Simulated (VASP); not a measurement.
Band structure of SrTe (space group Fm-3m). Level of theory: PBEsol GGA, VASP's PBE PAW potentials (set 64) (plane waves; VASP 6.6.1).

Unless said otherwise, spin-orbit coupling is left out, though it shifts the bands of the heavy elements here.

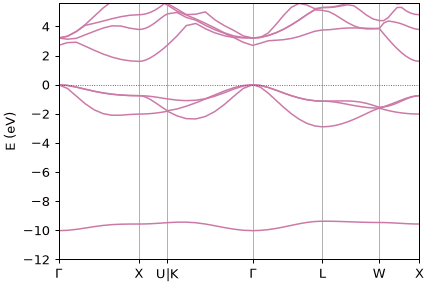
*Bands along high-symmetry lines, zero at the valence-band maximum or, without a gap, the Fermi level*

Read the plot: is there a gap, and where are the band edges?

The gap is indirect, 1.61 eV, from the valence maximum at Γ to the conduction minimum at X.

The structure is a typed SrTe crystal (Fm-3m). The cell was not relaxed at this level.
